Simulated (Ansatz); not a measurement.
**H2S (hydrogen sulfide): r2SCAN0/aug-cc-pVTZ**

What is the electronic atomisation energy of H2S (hydrogen sulfide) at r2SCAN0/aug-cc-pVTZ? 

The calculation is run with Ansatz 0.2.0.

**1. The structure to begin with**

H2S has 3 atoms, charge 0, and is taken as a singlet. As SMILES, `S`. The coordinates come from a PBE0-D4/def2-TZVP relaxation.

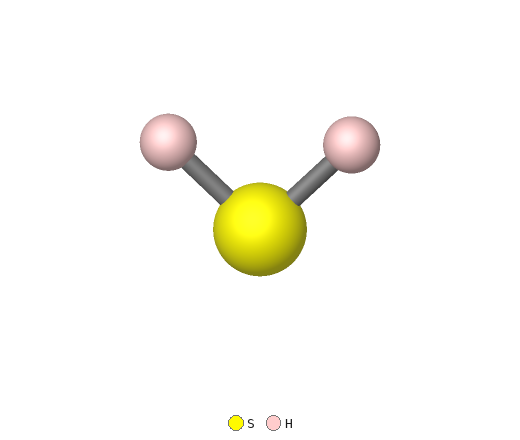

The structure, seen from a chosen angle (sulfur yellow, hydrogen pink).

**2. The energy at r2SCAN0/aug-cc-pVTZ**

Contents of input.yaml:

```yaml
basis:
  gaussian:
    orbitals: aug-cc-pVTZ
crystal:
  periodic: [false, false, false]
  atoms:
    - {symbol: S, position_ang: [0.495500, -0.280600, 0.243900]}
    - {symbol: H, position_ang: [0.097900, 0.997700, 0.162400]}
    - {symbol: H, position_ang: [-0.593400, -0.717100, -0.406300]}
output: {orbitals: {seedname: orbitals}}
hamiltonian:
  xc: {name: r2SCAN0}
accuracy: high
```

Command:

```bash
$ ansatz run input.yaml --threads 1 --pin off --max-ram 3480MiB --events-out events.jsonl --progress --plain --runs-dir runs
```

Standard output:

```text
Warning: RAYON_NUM_THREADS=1 ignored (pool sized by the plan → 1); use --threads N
Functional definition: r2SCAN0
  name "r2SCAN0"
  parameter a = 0.25
  parameter k0 = 0.174
  parameter k1 = 0.065
  parameter a1 = 4.9479
  exchange = (1 - a)*r2scan_x(k0 = k0, k1 = k1, a1 = a1) + a*exact_x
  correlation = r2scan_c
1402 factors; integrals over basis functions are off by at most 3.5e-9 eV
mean field evaluation 1: about -10867.1718 eV, gradient 1.2e1 eV
mean field evaluation 2: about -10867.3673 eV, gradient 9.4e0 eV
mean field evaluation 4: about -10867.5627 eV, gradient 7.0e-1 eV
mean field evaluation 8: about -10867.5625 eV, gradient 2.3e-3 eV
mean field evaluation 16: about -10867.5625 eV, gradient 1.2e-7 eV
mean field -10867.56248390 eV, -399.3755549849 hartree, gradient 1.4e-8 eV, S^2 0.000000; 0 other end points of the search recorded, 0 dependent functions left out
reference -10867.56248488 eV, -399.3755550210 hartree; 9, 9 occupied and 87, 87 virtual orbitals, 1402 factors
Total energy: -10867.56248488 eV, -399.3755550210 hartree
```

It took 5.1 s on 1 thread of Arm Neoverse V2, shared host; peak memory 0.21 GiB.

**3. The H atom, same level**

Contents of run.yaml:

```yaml
crystal:
  periodic: [false, false, false]
  atoms:
    - symbol: H
      position_ang: [0.000000, 0.000000, 0.000000]
basis:
  gaussian:
    orbitals: aug-cc-pVTZ
magnetization:
  spin_polarized: true
  initial_magnetization: 1
hamiltonian:
  xc: {name: r2SCAN0}
accuracy: high
```

Run the same way, it converges to -0.49992 Eh (log not shown).

**4. The S atom, same level**

Contents of job.yaml:

```yaml
crystal:
  periodic: [false, false, false]
  atoms:
    - {symbol: S, position_ang: [0.000000, 0.000000, 0.000000]}
basis:
  gaussian:
    orbitals: aug-cc-pVTZ
magnetization:
  spin_polarized: true
  initial_magnetization: 2
hamiltonian:
  xc: {name: r2SCAN0}
accuracy: high
```

Command:

```bash
$ ansatz run job.yaml --threads 1 --pin off --max-ram 3480MiB --events-out events.jsonl --progress --plain --runs-dir runs
```

Standard output (excerpt; [...] marks lines left out):

```text
Warning: RAYON_NUM_THREADS=1 ignored (pool sized by the plan → 1); use --threads N
[... 8 set-up lines as earlier in the session ...]
487 factors; integrals over basis functions are off by at most 3.1e-9 eV
mean field evaluation 1: about -10832.4450 eV, gradient 4.5e0 eV
mean field evaluation 2: about -10832.5801 eV, gradient 1.3e0 eV
mean field evaluation 4: about -10832.5928 eV, gradient 7.6e-2 eV
mean field evaluation 8: about -10832.5912 eV, gradient 4.1e-3 eV
mean field evaluation 16: about -10832.5912 eV, gradient 3.3e-8 eV
mean field -10832.59121889 eV, -398.0903847003 hartree, gradient 3.2e-8 eV, S^2 2.008038; 0 other end points of the search recorded, 0 dependent functions left out
reference -10832.59122133 eV, -398.0903847898 hartree; 9, 7 occupied and 41, 43 virtual orbitals, 487 factors
Total energy: -10832.59122133 eV, -398.0903847898 hartree
```

It took 2.8 s on 1 thread of Arm Neoverse V2, shared host; peak memory 0.14 GiB.

**5. Summary of results**

Level: r2SCAN0/aug-cc-pVTZ.

| quantity | value |
| --- | --- |
| molecule: total energy | -399.37556 Eh |
| molecule: HOMO energy | -7.74 eV |
| molecule: LUMO energy | 0.11 eV |
| molecule: HOMO–LUMO gap | 7.85 eV |
| H atom: total energy | -0.49992 Eh |
| H atom: ⟨S²⟩ | 0.750 |
| S atom: total energy | -398.09038 Eh |
| S atom: ⟨S²⟩ | 2.008 |
| electronic atomisation energy | 7.764 eV |

What this shows: Taking the molecule apart into free atoms costs 7.76 eV (179 kcal/mol), before zero-point energy and without spin-orbit coupling.
